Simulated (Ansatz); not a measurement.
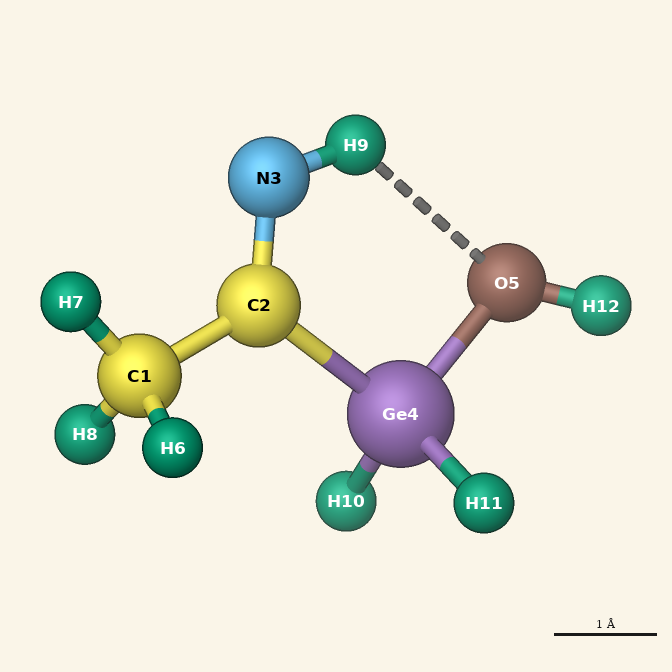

Broken lines mark hydrogen bonds. The computed structure is the end point of a PBE0-D4/def2-TZVP optimisation. No frequency run is at hand to confirm it as a minimum.

Tabulate the hydrogen bonds (donors O, N, F, S, Cl) with their geometry.

```tsv
D–H···A	D–H (Å)	H···A (Å)	angle (°)	kind
N3–H9···O5	1.02	2.31	125	intramolecular
```
